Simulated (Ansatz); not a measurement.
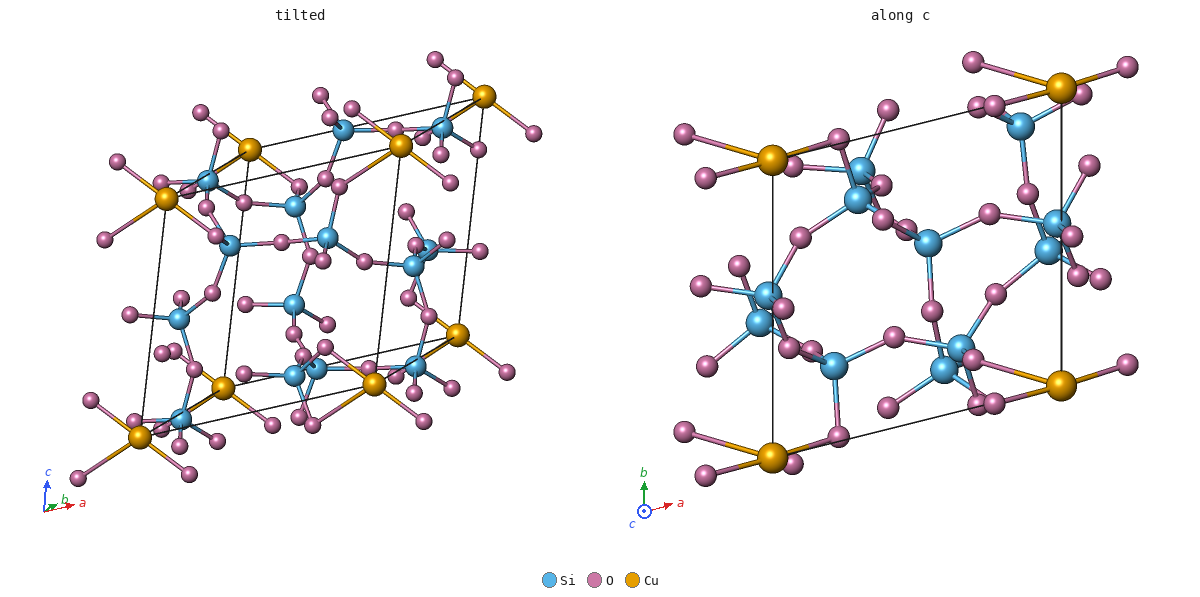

Shown here is a ball-and-stick view of the crystal, taken slightly off an axis and along the c axis. The simulation cell is outlined; an atom on or near a face, edge or corner is repeated at each equivalent position. Some atoms of the next cells are drawn as well. Cell: a = 7.452 Å, b = 7.452 Å, c = 7.452 Å, α = 71.35°, β = 71.35°, γ = 71.35°.

Give a description of the structure.

The formula is CuSi9O18. Its symmetry is the lowest possible, P1. Cell content 1 Cu, 9 Si, 18 O; Z = 1.

The initial geometry was a structure listed in the Materials Project, repeated into a supercell with a point defect put in. The atoms were relaxed in a fixed cell with DFT PBE, scalar-relativistic, plane waves, PAW (Ansatz).
